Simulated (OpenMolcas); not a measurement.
# Relativistic diatomic calculation: ClAl⁻ (part 2 of 2)

Continued. System: ClAl⁻. Method: SA-CASSCF(9,7)/XMS-CASPT2 + RASSI spin-orbit (X2C scalar, AMFI), ANO-RCC-VTZP (OpenMolcas).

The program's output (extracts), continued:
```
++ Dipole transition strengths (spin-free states):
     for osc. strength at least  1.00000000E-05
      From   To        Osc. strength     Einstein coefficients Ax, Ay, Az (sec-1)    Total A (sec-1)
         1    7       3.67435809E-03  3.51503859E+05  5.81842310E+04  0.00000000E+00  4.09688090E+05
         1    8       7.21306230E-02  3.03720038E+07  1.42501529E+07  0.00000000E+00  4.46221568E+07
         1    9       7.24287443E-02  1.44188353E+07  3.07454393E+07  0.00000000E+00  4.51642747E+07
         1   10       1.47000707E-01  1.17864435E+08  1.95153047E+07  0.00000000E+00  1.37379739E+08
         1   11       1.87350388E-01  2.92640808E+07  1.76744751E+08  0.00000000E+00  2.06008832E+08
         1    3       8.12005547E-04  0.00000000E+00  0.00000000E+00  1.47920233E+06  1.47920233E+06
         1    4       1.20980890E-02  0.00000000E+00  0.00000000E+00  2.20386689E+07  2.20386689E+07
         2    7       3.67435823E-03  5.81842285E+04  3.51503878E+05  0.00000000E+00  4.09688106E+05
         2    8       7.21306212E-02  1.42501537E+07  3.03720019E+07  0.00000000E+00  4.46221556E+07
         2    9       7.24287555E-02  3.07454483E+07  1.44188334E+07  0.00000000E+00  4.51642816E+07
         2   10       1.47000707E-01  1.95153036E+07  1.17864436E+08  0.00000000E+00  1.37379740E+08
         2   11       1.87350387E-01  1.76744751E+08  2.92640805E+07  0.00000000E+00  2.06008831E+08
         2    3       1.20980889E-02  0.00000000E+00  0.00000000E+00  2.20386688E+07  2.20386688E+07
         2    4       8.12005558E-04  0.00000000E+00  0.00000000E+00  1.47920235E+06  1.47920235E+06
         7   10       1.02370614E-03  0.00000000E+00  0.00000000E+00  4.09937786E+05  4.09937786E+05
         7    3       1.18711580E-04  2.15083174E+03  1.20335837E+05  0.00000000E+00  1.22486669E+05
         7    4       1.18711653E-04  1.20335916E+05  2.15082820E+03  0.00000000E+00  1.22486744E+05
        12   13       1.01169840E-02  1.18512439E+06  2.34761853E+03  0.00000000E+00  1.18747201E+06
        12   14       1.01169839E-02  2.34761853E+03  1.18512439E+06  0.00000000E+00  1.18747201E+06
        12   15       3.49603930E-03  1.93251107E+06  1.17126144E+04  0.00000000E+00  1.94422368E+06
        12   16       3.49603932E-03  1.17126143E+04  1.93251108E+06  0.00000000E+00  1.94422369E+06
         8    3       5.94045555E-04  2.54804516E+04  1.62920984E+05  0.00000000E+00  1.88401435E+05
         8    4       5.94045319E-04  1.62920905E+05  2.54804556E+04  0.00000000E+00  1.88401360E+05
         8    6       1.22730296E-03  4.56730125E+05  1.32728559E+05  0.00000000E+00  5.89458684E+05
         8    5       1.22730304E-03  1.32728554E+05  4.56730166E+05  0.00000000E+00  5.89458720E+05
         9    3       6.43600195E-04  1.82058300E+05  1.97944416E+04  0.00000000E+00  2.01852742E+05
         9    4       6.43600180E-04  1.97944427E+04  1.82058295E+05  0.00000000E+00  2.01852737E+05
         9    6       1.14721213E-03  1.43045899E+05  4.02975295E+05  0.00000000E+00  5.46021194E+05
         9    5       1.14721207E-03  4.02975261E+05  1.43045904E+05  0.00000000E+00  5.46021165E+05
        13   15       1.08419964E-04  0.00000000E+00  0.00000000E+00  1.76203250E+04  1.76203250E+04
        14   16       1.08419975E-04  0.00000000E+00  0.00000000E+00  1.76203267E+04  1.76203267E+04
        10    3       1.66683810E-05  4.27836172E+01  2.40188553E+03  0.00000000E+00  2.44466914E+03
        10    4       1.66683887E-05  2.40188667E+03  4.27836016E+01  0.00000000E+00  2.44467027E+03
        11    3       5.74807384E-04  5.11890556E+04  9.15678234E+02  0.00000000E+00  5.21047338E+04
        11    4       5.74807351E-04  9.15678304E+02  5.11890525E+04  0.00000000E+00  5.21047308E+04
 Electric-quadrupole - electric-quadrupole not included
 Electric-dipole - electric-octupole not included
 Electric-dipole - magnetic-quadrupole not included
   Eigenvalues of complex Hamiltonian:
  (Shifted by EMIN (a.u.) =       -703.7755004365)
 SO State       Relative EMIN(au)   Rel lowest level(eV)    D:o, cm**(-1)      Omega
     1            -0.0001806938        0.0000000000              0.0000         0.5
     2            -0.0001806938        0.0000000000              0.0000         0.5
     3             0.0001782835        0.0097682678             78.7864         1.5
     4             0.0001782835        0.0097682678             78.7864         1.5
     5             0.0589079354        1.6078835100          12968.4551         0.5
     6             0.0589079354        1.6078835100          12968.4551         0.5
     7             0.0927200285        2.5279574368          20389.3518         0.5
     8             0.0927200285        2.5279574368          20389.3518         0.5
     9             0.0927213917        2.5279945299          20389.6510         1.5
    10             0.0927213917        2.5279945299          20389.6510         1.5
    11             0.1387559613        3.7806589831          30493.0711         2.1
    12             0.1387559613        3.7806589831          30493.0711         2.1
    13             0.1393087811        3.7957019765          30614.4011         2.1
    14             0.1393087811        3.7957019765          30614.4011         2.1
    15             0.1529332014        4.1664413403          33604.6157         0.5
    16             0.1529332014        4.1664413403          33604.6157         0.5
    17             0.1530874947        4.1706398761          33638.4792         0.5
    18             0.1530874947        4.1706398761          33638.4792         0.5
    19             0.1532419336        4.1748423719          33672.3746         1.5
    20             0.1532419336        4.1748423719          33672.3746         1.5
    21             0.1533965201        4.1790488849          33706.3024         2.5
    22             0.1533965201        4.1790488849          33706.3024         2.5
    23             0.1705467454        4.6457302910          37470.3418         0.5
    24             0.1705467454        4.6457302910          37470.3418         0.5
    25             0.1849654729        5.0380838536          40634.8867         0.5
    26             0.1849654729        5.0380838536          40634.8867         0.5
    27             0.2231003793        6.0757875210          49004.5312         2.5
    28             0.2231003793        6.0757875210          49004.5312         2.5
    29             0.2238160020        6.0952606074          49161.5922         1.5
    30             0.2238160020        6.0952606074          49161.5922         1.5
    31             0.2246039372        6.1167014153          49334.5240         0.5
    32             0.2246039372        6.1167014153          49334.5240         0.5
    33             0.2254937219        6.1409136905          49529.8092         0.5
    34             0.2254937219        6.1409136905          49529.8092         0.5
    35             0.2378037461        6.4758865140          52231.5472         0.5
    36             0.2378037461        6.4758865140          52231.5472         0.5
    37             0.2385845808        6.4971341074          52402.9206         1.5
    38             0.2385845808        6.4971341074          52402.9206         1.5
    39             0.2598171306        7.0749012224          57062.9267         3.5
    40             0.2598171306        7.0749012224          57062.9267         3.5
    41             0.2622312815        7.1405936155          57592.7715         2.5
    42             0.2622312815        7.1405936155          57592.7715         2.5
 Weights of the five most important spin-orbit-free states for each spin-orbit state.
 SO State  Total energy (au)           Spin-free states, spin, and weights
    1        -0.000181       2 0.5  0.5000    1 0.5  0.5000   12 1.5  0.0000   10 0.5  0.0000   15 1.5  0.0000
    2        -0.000181       1 0.5  0.5000    2 0.5  0.5000   12 1.5  0.0000   10 0.5  0.0000   15 1.5  0.0000
    3         0.000178       1 0.5  0.5000    2 0.5  0.5000   12 1.5  0.0000    8 0.5  0.0000    9 0.5  0.0000
    4         0.000178       2 0.5  0.5000    1 0.5  0.5000   12 1.5  0.0000    8 0.5  0.0000    9 0.5  0.0000
    5         0.058908       7 0.5  1.0000   14 1.5  0.0000   13 1.5  0.0000   12 1.5  0.0000   11 0.5  0.0000
    6         0.058908       7 0.5  1.0000   14 1.5  0.0000   13 1.5  0.0000   12 1.5  0.0000   11 0.5  0.0000
    7         0.092720      12 1.5  1.0000   10 0.5  0.0000   16 1.5  0.0000   15 1.5  0.0000    3 0.5  0.0000
    8         0.092720      12 1.5  1.0000   10 0.5  0.0000   16 1.5  0.0000   15 1.5  0.0000    3 0.5  0.0000
    9         0.092721      12 1.5  1.0000    4 0.5  0.0000    3 0.5  0.0000   15 1.5  0.0000   16 1.5  0.0000
   10         0.092721      12 1.5  1.0000    4 0.5  0.0000    3 0.5  0.0000   15 1.5  0.0000   16 1.5  0.0000
   11         0.138756       8 0.5  0.9999    9 0.5  0.0001    5 0.5  0.0000    6 0.5  0.0000   14 1.5  0.0000
   12         0.138756       8 0.5  0.9999    9 0.5  0.0001    5 0.5  0.0000    6 0.5  0.0000   14 1.5  0.0000
   13         0.139309       9 0.5  0.9999    8 0.5  0.0001    6 0.5  0.0000    5 0.5  0.0000   14 1.5  0.0000
   14         0.139309       9 0.5  0.9999    8 0.5  0.0001    6 0.5  0.0000    5 0.5  0.0000   14 1.5  0.0000
   15         0.152933      13 1.5  0.5000   14 1.5  0.5000    7 0.5  0.0000   11 0.5  0.0000   12 1.5  0.0000
   16         0.152933      13 1.5  0.5000   14 1.5  0.5000    7 0.5  0.0000   11 0.5  0.0000   12 1.5  0.0000
   17         0.153087      13 1.5  0.5000   14 1.5  0.5000    7 0.5  0.0000   11 0.5  0.0000   12 1.5  0.0000
   18         0.153087      13 1.5  0.5000   14 1.5  0.5000    7 0.5  0.0000   11 0.5  0.0000   12 1.5  0.0000
   19         0.153242      14 1.5  0.5000   13 1.5  0.5000    9 0.5  0.0000    8 0.5  0.0000   12 1.5  0.0000
   20         0.153242      14 1.5  0.5000   13 1.5  0.5000    9 0.5  0.0000    8 0.5  0.0000   12 1.5  0.0000
   21         0.153397      14 1.5  0.5000   13 1.5  0.5000    9 0.5  0.0000    8 0.5  0.0000   15 1.5  0.0000
   22         0.153397      14 1.5  0.5000   13 1.5  0.5000    9 0.5  0.0000    8 0.5  0.0000   15 1.5  0.0000
   23         0.170547      10 0.5  0.9998   11 0.5  0.0001   12 1.5  0.0000    3 0.5  0.0000    4 0.5  0.0000
   24         0.170547      10 0.5  0.9998   11 0.5  0.0001   12 1.5  0.0000    3 0.5  0.0000    4 0.5  0.0000
   25         0.184965      11 0.5  0.9991   15 1.5  0.0004   16 1.5  0.0004   10 0.5  0.0001    4 0.5  0.0000
   26         0.184965      11 0.5  0.9991   15 1.5  0.0004   16 1.5  0.0004   10 0.5  0.0001    4 0.5  0.0000
   27         0.223100      16 1.5  0.5000   15 1.5  0.5000   14 1.5  0.0000   13 1.5  0.0000    9 0.5  0.0000
   28         0.223100      16 1.5  0.5000   15 1.5  0.5000   14 1.5  0.0000   13 1.5  0.0000    9 0.5  0.0000
   29         0.223816      15 1.5  0.4974   16 1.5  0.4974    4 0.5  0.0026    3 0.5  0.0026   12 1.5  0.0000
   30         0.223816      15 1.5  0.4974   16 1.5  0.4974    4 0.5  0.0026    3 0.5  0.0026   12 1.5  0.0000
   31         0.224604      16 1.5  0.4967   15 1.5  0.4967    4 0.5  0.0032    3 0.5  0.0032   11 0.5  0.0002
   32         0.224604      16 1.5  0.4967   15 1.5  0.4967    4 0.5  0.0032    3 0.5  0.0032   11 0.5  0.0002
   33         0.225494      15 1.5  0.4997   16 1.5  0.4997   11 0.5  0.0006   12 1.5  0.0000    4 0.5  0.0000
   34         0.225494      15 1.5  0.4997   16 1.5  0.4997   11 0.5  0.0006   12 1.5  0.0000    4 0.5  0.0000
   35         0.237804       3 0.5  0.4967    4 0.5  0.4967   15 1.5  0.0032   16 1.5  0.0032   11 0.5  0.0001
   36         0.237804       3 0.5  0.4967    4 0.5  0.4967   15 1.5  0.0032   16 1.5  0.0032   11 0.5  0.0001
   37         0.238585       4 0.5  0.4974    3 0.5  0.4974   15 1.5  0.0026   16 1.5  0.0026   12 1.5  0.0000
   38         0.238585       4 0.5  0.4974    3 0.5  0.4974   15 1.5  0.0026   16 1.5  0.0026   12 1.5  0.0000
   39         0.259817       5 0.5  0.5000    6 0.5  0.5000    3 0.5  0.0000    4 0.5  0.0000   16 1.5  0.0000
   40         0.259817       5 0.5  0.5000    6 0.5  0.5000    3 0.5  0.0000    4 0.5  0.0000   16 1.5  0.0000
   41         0.262231       6 0.5  0.5000    5 0.5  0.5000    8 0.5  0.0000    9 0.5  0.0000    3 0.5  0.0000
   42         0.262231       6 0.5  0.5000    5 0.5  0.5000    8 0.5  0.0000    9 0.5  0.0000    3 0.5  0.0000
++ Dipole transition strengths (SO states):
        for osc. strength at least
```

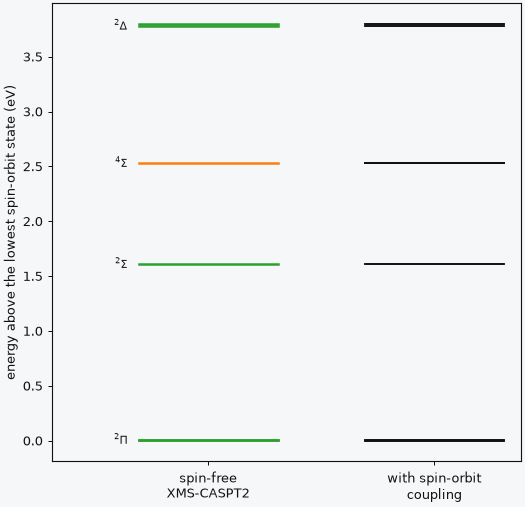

Figure 1. States up to 4.1 eV at 2.363 Å, without spin-orbit coupling (left, a colour for each spin multiplicity) and with it (right, where close levels merge). The spin-free states run ²Π (0.00 eV), ²Σ (1.60 eV), ⁴Σ (2.52 eV), ²Δ (3.78 eV) from the lowest. The lowest spin-orbit levels have |Ω| = 1/2 (0 cm⁻¹), 3/2 (79 cm⁻¹), 1/2 (12,968 cm⁻¹), 1/2 (20,389 cm⁻¹), 3/2 (20,390 cm⁻¹).

Results in brief:

- outcome: converged; components of a degenerate state are split by 121 cm⁻¹; whether the anion is bound against detachment isn't tested
- lowest spin-free state: ²Π
- lowest spin-orbit level: Ω = 1/2, −703.77568 hartree
- next level: Ω = 3/2, 79 cm⁻¹
- hardware: 1 thread of Intel Xeon (Sapphire Rapids), 256 GiB of memory available, shared host
- wall time: 36 s

Notes:

Caveats: the two components of ²Δ at 3.79 eV, degenerate in CASSCF as they must be, are split by 121 cm⁻¹ in XMS-CASPT2, an artefact that passes into its spin-orbit levels; 4 of the 42 spin-orbit states have no clean Ω, so their splittings aren't to be trusted; the run doesn't test whether the anion keeps its extra electron; the basis has no added diffuse functions, and states above the detachment threshold, which may include the lowest, are held only by it.
